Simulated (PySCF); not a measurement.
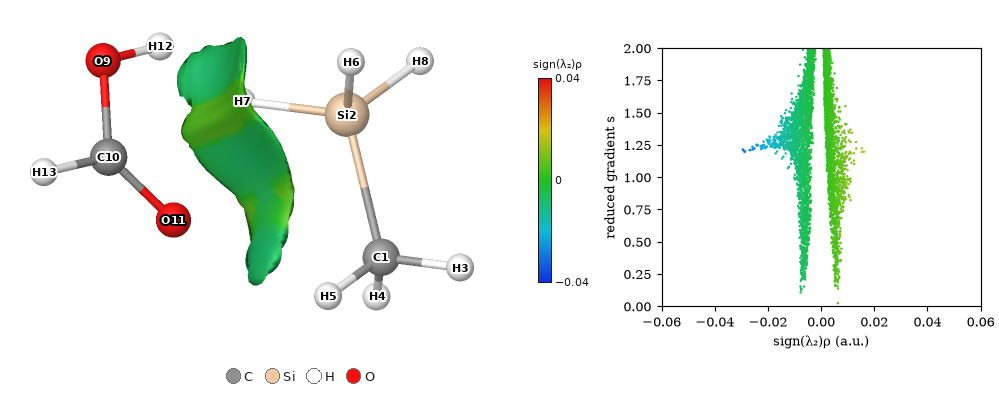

Figure. C₂H₈O₂Si, SMILES `C[SiH3].OC=O`. Non-covalent interaction surfaces between the fragments (reduced density gradient s = 0.6, coloured by sign(λ₂)ρ in a.u.; trimmed to the region between the fragments where ρ is under 0.06 a.u.). Fragment A: SiH6C (atoms 1–8); fragment B: H2CO2. The plot gives s against sign(λ₂)ρ for grid points between the fragments.

PySCF calculation, CAM-B3LYP/6-31+G*, gas phase; geometry: GFN2-xTB.

Interpret the surfaces between the fragments.

Bond critical points between the fragments: H5···O11, weak C–H hydrogen bond, 2.55 Å, ρ = 0.008 a.u.; H7···H12, H···H contact, 2.27 Å, ρ = 0.008 a.u.; Si2···O11, 3.35 Å, ρ = 0.007 a.u. All are weak and appear green, as weak hydrogen bonds do. Several contacts close a ring, whose ring point adds a part with positive λ₂ between them. The pose is a local one from a semi-empirical search, not shown to be the most stable.

How strongly are they bound?

The counterpoise-corrected interaction energy of the frozen fragments is −1.4 kcal/mol without dispersion correction and −2.9 kcal/mol with D3(BJ). The pair geometry is semi-empirical, not a minimum at this level.

Cost of the run: 46 s on 1 thread of Arm Neoverse V2, on a shared host, peak memory 0.57 GiB.
